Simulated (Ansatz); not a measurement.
Structure (in its standard cell), the input geometry of an electronic-structure calculation (not necessarily at equilibrium); the starting structure was generated, so it need not be a known form of this composition:

```xyz
4
Lattice="3.2914 0.0000 0.0000 -1.6457 2.8505 0.0000 0.0000 0.0000 10.5021" Properties=species:S:1:pos:R:3 pbc="T T T"
Sc    0.0000    0.0000    0.0000
Sc    0.0000    0.0000    5.2511
Sc    0.0000    1.9003    2.6255
Sc    1.6457    0.9502    7.8766
```

What does the kinematic electron diffraction pattern along [211] look like at 100 kV (B = 0.5 Å²)?

Answer. The spots form a centred rectangular net with both shortest vectors at d = 2.75 Å, 66.6° apart. They are 0 1 -1 and -1 1 1. The pattern has symmetry 2mm. A glide plane extinguishes reflections such as 1 1 -3, 2 -1 -3; reflections such as 0 3 -3, 3 -3 -3, 4 -5 -3 are allowed by the space group but vanish because the atoms sit on special positions.

Strongest reflections with d > 0.85 Å, one of each family (|F|² from tabulated Gaussian fits of the electron scattering factors, times a small damping for the curvature of the Ewald sphere):

```csv
hkl,d (Å),I (strongest = 100)
1 0 -2,2.505,100
1 -2 0,1.646,69
1 -1 -1,2.751,40
2 -2 -2,1.375,24
2 -3 -1,1.072,4
3 -1 -5,0.959,3
```

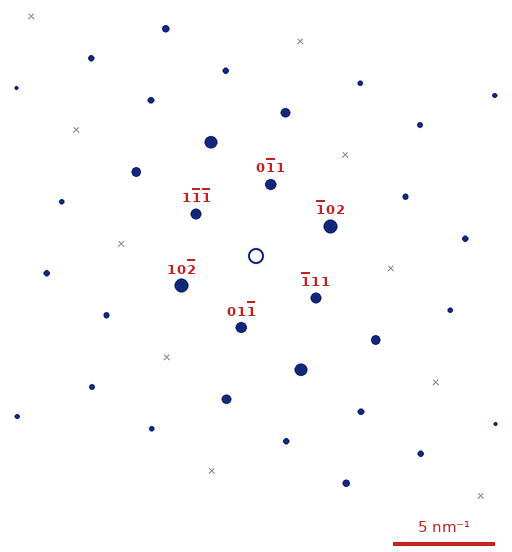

Calculated pattern, seen from the source side with [211] pointing towards the source; crosses mark the places of extinct reflections.
